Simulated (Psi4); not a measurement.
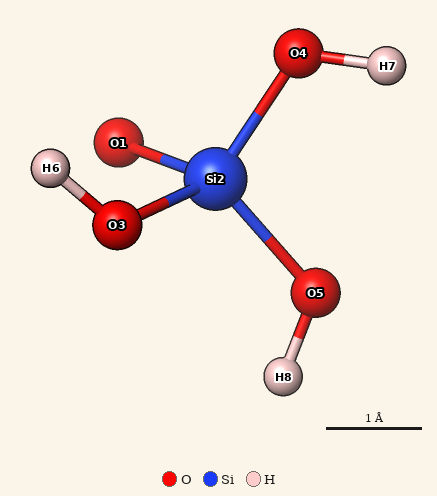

The structure (ball-and-stick view, seen at a tilt; atoms are numbered from 1 in the order of the input). Bond lengths as drawn: H–O 0.96 Å and O–Si 1.62 to 1.66 Å.

## Run report: SiH$_{3}$O$_{4}$, energy and gradient calculation (part 1 of 2)

SiH$_{3}$O$_{4}$, multiplicity 2, SMILES [O][Si](O)(O)O, computed with TPSSh/6-31G*, UKS (Psi4 1.11).

The geometry comes from this level: PBE0-D4/def2-TZVP.

### The input (calc.dat)
```
memory 2200 MB

molecule {
  0 2
  O
  Si 1 r2
  O 2 r3 1 a3
  O 2 r4 3 a4 1 d4
  O 2 r5 4 a5 1 d5
  H 3 r6 2 a6 4 d6
  H 4 r7 2 a7 5 d7
  H 5 r8 2 a8 4 d8

  r2 = 1.656188
  r3 = 1.630607
  a3 = 102.21364
  r4 = 1.621663
  a4 = 116.62692
  d4 = 116.34852
  r5 = 1.624223
  a5 = 106.64247
  d5 = 125.36442
  r6 = 0.959099
  a6 = 117.61851
  d6 = 61.98891
  r7 = 0.958545
  a7 = 116.9402
  d7 = -14.67851
  r8 = 0.958009
  a8 = 118.21315
  d8 = 174.49635
  units angstrom
  symmetry c1
  no_reorient
  no_com
}

set basis 6-31G*
set reference uks
set puream true
set e_convergence 1e-09
set d_convergence 1e-08
set scf_type pk
set dft_radial_points 99
set dft_spherical_points 590
set maxiter 100

E, wfn = gradient("tpssh", return_wfn=True)
oeprop(wfn, "MULLIKEN_CHARGES", "DIPOLE", "LOWDIN_CHARGES")
print_variables()
```

Launched with:
```bash
psi4 calc.dat calc.out -n 1
```

### Output
```
Psi4 1.11 release

gradient() will perform analytic gradient computation.

   => Loading Basis Set <=

    Name: 6-31G*
    Role: ORBITAL
    Keyword: BASIS

         ---------------------------------------------------------
                                   SCF
                              UKS Reference
                        1 Threads,   2098 MiB Core
         ---------------------------------------------------------

  ==> Geometry <==

    Molecular point group: c1
    Full point group: C1

    Geometry (in Angstrom), charge = 0, multiplicity = 2:

       Center              X                  Y                   Z               Mass
    ------------   -----------------  -----------------  -----------------  -----------------
         O           -0.000669795056     0.016726982301    -1.656603123178    15.994914619570
         SI          -0.000669795056     0.016726982301    -0.000415123178    27.976926534650
         O           -0.000669795056    -1.576972138122     0.344551979617    15.994914619570
         O           -1.299739834323     0.863190067095     0.474672410577    15.994914619570
         O            1.285851854355     0.693119484400     0.724468027703    15.994914619570
         H           -0.691304792281    -2.116289347638    -0.045359728246     1.007825032230
         H           -1.187255941197     1.444902973919     1.228174888905     1.007825032230
         H            2.138826634767     0.269511160403     0.620683366498     1.007825032230

  Running in c1 symmetry.

  Rotational constants: A =      0.14695  B =      0.13831  C =      0.12494 [cm^-1]
  Rotational constants: A =   4405.42427  B =   4146.34914  C =   3745.55426 [MHz]
  Nuclear repulsion =  257.364151593250540

  Charge       = 0
  Multiplicity = 2
  Electrons    = 49
  Nalpha       = 25
  Nbeta        = 24

  ==> Algorithm <==

  SCF Algorithm Type is PK.
  DIIS enabled.
  MOM disabled.
  Fractional occupation disabled.
  Guess Type is SAD.
  Energy threshold   = 1.00e-09
  Density threshold  = 1.00e-08
  Integral threshold = 1.00e-12

  ==> Primary Basis <==

  Basis Set: 6-31G*
    Blend: 6-31G*
    Number of shells: 38
    Number of basis functions: 80
    Number of Cartesian functions: 85
    Spherical Harmonics?: true
    Max angular momentum: 2

  ==> DFT Potential <==

   => LibXC <=

    Version 7.1.2

   => Composite Functional: TPSSH <=

    TPSSh Hyb-GGA Exchange-Correlation Functional

    Deriv               =              1
    GGA                 =           TRUE
    Meta                =           TRUE

    Exchange Hybrid     =           TRUE
    MP2 Hybrid          =          FALSE

   => Exchange Functionals <=

    0.9000   Tao, Perdew, Staroverov & Scuseria

   => Exact (HF) Exchange <=

    0.1000               HF

   => Correlation Functionals <=

    1.0000   Tao, Perdew, Staroverov & Scuseria

   => LibXC Density Thresholds  <==

    XC_HYB_MGGA_XC_TPSSH:  1.00E-15

   => Molecular Quadrature <=

    Radial Scheme          =       TREUTLER
    Pruning Scheme         =           NONE
    Nuclear Scheme         =       TREUTLER

    Blocking Scheme        =         OCTREE
    BS radius alpha        =              1
    Pruning alpha          =              1
    Radial Points          =             99
    Spherical Points       =            590
    Total Points           =         445464
    Total Blocks           =           3197
    Max Points             =            256
    Max Functions          =             78
    Weights Tolerance      =       1.00E-15

  ==> Integral Setup <==

  Using in-core PK algorithm.
   Calculation information:
      Number of atoms:                   8
      Number of AO shells:              38
      Number of primitives:             99
      Number of atomic orbitals:        85
      Number of basis functions:        80

      Integral cutoff                 1.00e-12
      Number of threads:                 1

  Performing in-core PK
  Using 10500840 doubles for integral storage.
  We computed 255050 shell quartets total.
  Whereas there are 274911 unique shell quartets.

  ==> DiskJK: Disk-Based J/K Matrices <==

    J tasked:                  Yes
    K tasked:                  Yes
    wK tasked:                  No
    Memory [MiB]:              312
    Schwarz Cutoff:          1E-12

  Cached 50.0% of DFT collocation blocks in 1.045 [GiB].

  Minimum eigenvalue in the overlap matrix is 3.0761929554E-02.
  Reciprocal condition number of the overlap matrix is 7.6867931546E-03.
    Using symmetric orthogonalization.

  ==> Pre-Iterations <==

  SCF Guess: Superposition of Atomic Densities via on-the-fly atomic UHF (no occupation information).

   -------------------------
    Irrep   Nso     Nmo
   -------------------------
     A         80      80
   -------------------------
    Total      80      80
   -------------------------

  ==> Iterations <==

                        Total Energy        Delta E     RMS |[F,P]|

   @UKS iter SAD:  -591.56931866328136   -5.91569e+02   0.00000e+00
   @UKS iter   1:  -591.85433368724387   -2.85015e-01   1.30107e-02 ADIIS/DIIS
   @UKS iter   2:  -591.38729987979241    4.67034e-01   1.87452e-02 ADIIS/DIIS
   @UKS iter   3:  -592.24316353432778   -8.55864e-01   2.45540e-03 ADIIS/DIIS
   @UKS iter   4:  -592.25896347733214   -1.57999e-02   8.37245e-04 ADIIS/DIIS
   @UKS iter   5:  -592.26064469487153   -1.68122e-03   3.61254e-04 ADIIS/DIIS
   @UKS iter   6:  -592.26095660666999   -3.11912e-04   1.31611e-04 ADIIS/DIIS
   @UKS iter   7:  -592.26100405556917   -4.74489e-05   3.78882e-05 DIIS
   @UKS iter   8:  -592.26101262202451   -8.56646e-06   1.52367e-05 DIIS
   @UKS iter   9:  -592.26101531640393   -2.69438e-06   1.06714e-05 DIIS
   @UKS iter  10:  -592.26101842556102   -3.10916e-06   7.02557e-06 DIIS
   @UKS iter  11:  -592.26102329537264   -4.86981e-06   5.65935e-06 DIIS
   @UKS iter  12:  -592.26103039536281   -7.09999e-06   2.30479e-06 DIIS
   @UKS iter  13:  -592.26103119381253   -7.98450e-07   5.53359e-07 DIIS
   @UKS iter  14:  -592.26103120210541   -8.29289e-09   1.74231e-07 DIIS
   @UKS iter  15:  -592.26103120276014   -6.54722e-10   1.02160e-07 DIIS
   @UKS iter  16:  -592.26103120280368   -4.35421e-11   3.71438e-08 DIIS
   @UKS iter  17:  -592.26103120281152   -7.84439e-12   1.37892e-08 DIIS
   @UKS iter  18:  -592.26103120281357   -2.04636e-12   1.14540e-08 DIIS
   @UKS iter  19:  -592.26103120281391   -3.41061e-13   4.50856e-09 DIIS
  Energy and wave function converged.

  ==> Post-Iterations <==

   Electrons on quadrature grid:
      Nalpha   =   24.9999997724 ; deviation = -2.276e-07
      Nbeta    =   23.9999996891 ; deviation = -3.109e-07
      Ntotal   =   48.9999994615 ; deviation = -5.385e-07

   @Spin Contamination Metric:   2.947438075E-03
   @S^2 Expected:                7.500000000E-01
   @S^2 Observed:                7.529474381E-01
   @S   Expected:                5.000000000E-01
   @S   Observed:                5.000000000E-01

    Orbital Energies [Eh]
    ---------------------

    Alpha Occupied:

       1A    -66.055808     2A    -19.114359     3A    -19.093306
       4A    -19.083196     5A    -19.080856     6A     -5.275055
       7A     -3.623565     8A     -3.623410     9A     -3.622774
      10A     -1.025080    11A     -0.995492    12A     -0.986216
      13A     -0.952214    14A     -0.569694    15A     -0.521245
      16A     -0.515666    17A     -0.415176    18A     -0.393159
      19A     -0.368928    20A     -0.356345    21A     -0.350992
      22A     -0.329841    23A     -0.326576    24A     -0.309266
      25A     -0.296454

    Alpha Virtual:

      26A      0.026465    27A      0.076043    28A      0.078495
      29A      0.126819    30A      0.161179    31A      0.168836
      32A      0.183203    33A      0.297694    34A      0.302741
      35A      0.335084    36A      0.349613    37A      0.534979
      38A      0.601728    39A      0.794946    40A      0.798363
      41A      0.806314    42A      0.858745    43A      0.891988
      44A      0.913324    45A      0.935441    46A      0.944668
      47A      0.968252    48A      0.981120    49A      0.987410
      50A      1.008456    51A      1.056224    52A      1.078024
      53A      1.111671    54A      1.173015    55A      1.199421
      56A      1.231040    57A      1.426798    58A      1.444304
      59A      1.462665    60A      1.591829    61A      1.689711
      62A      1.701699    63A      1.712167    64A      1.726278
      65A      1.736891    66A      1.738519    67A      1.750700
      68A      1.768985    69A      1.943760    70A      2.002238
      71A      2.052093    72A      2.066256    73A      2.124064
      74A      2.420207    75A      2.428611    76A      2.481100
      77A      2.522851    78A      2.687870    79A      2.712743
      80A      2.725502

    Beta Occupied:

       1A    -66.055969     2A    -19.090810     3A    -19.090458
       4A    -19.082301     5A    -19.080844     6A     -5.275251
       7A     -3.623782     8A     -3.623595     9A     -3.623060
      10A     -1.020322    11A     -0.991969    12A     -0.985380
      13A     -0.890159    14A     -0.567585    15A     -0.519284
      16A     -0.515124    17A     -0.394472    18A     -0.376979
      19A     -0.354526    20A     -0.352784    21A     -0.324246
      22A     -0.319097    23A     -0.311140    24A     -0.281619

    Beta Virtual:

      25A     -0.182425    26A      0.028482    27A      0.078283
      28A      0.081009    29A      0.134054    30A      0.167596
      31A      0.174409    32A      0.186017    33A      0.301439
      34A      0.304924    35A      0.336180    36A      0.351774
      37A      0.547482    38A      0.604483    39A      0.799612
      40A      0.802515    41A      0.810314    42A      0.871464
      43A      0.897894    44A      0.924598    45A      0.941329
      46A      0.948253    47A      0.981031    48A      0.992344
      49A      1.007073    50A      1.017031    51A      1.061915
      52A      1.095108    53A      1.131080    54A      1.175805
      55A      1.207982    56A      1.233951    57A      1.446213
      58A      1.451342    59A      1.465823    60A      1.605593
      61A      1.701146    62A      1.704868    63A      1.715307
      64A      1.737949    65A      1.742780    66A      1.760706
      67A      1.804097    68A      1.820971    69A      1.950736
      70A      2.007579    71A      2.071653    72A      2.082683
      73A      2.131920    74A      2.425418    75A      2.430706
      76A      2.487381    77A      2.527362    78A      2.702145
      79A      2.722719    80A      2.727169

    Final Occupation by Irrep:
              A
    DOCC [    24 ]
    SOCC [     1 ]
    NA   [    25 ]
    NB   [    24 ]

  @UKS Final Energy:  -592.26103120281391

   => Energetics <=
```
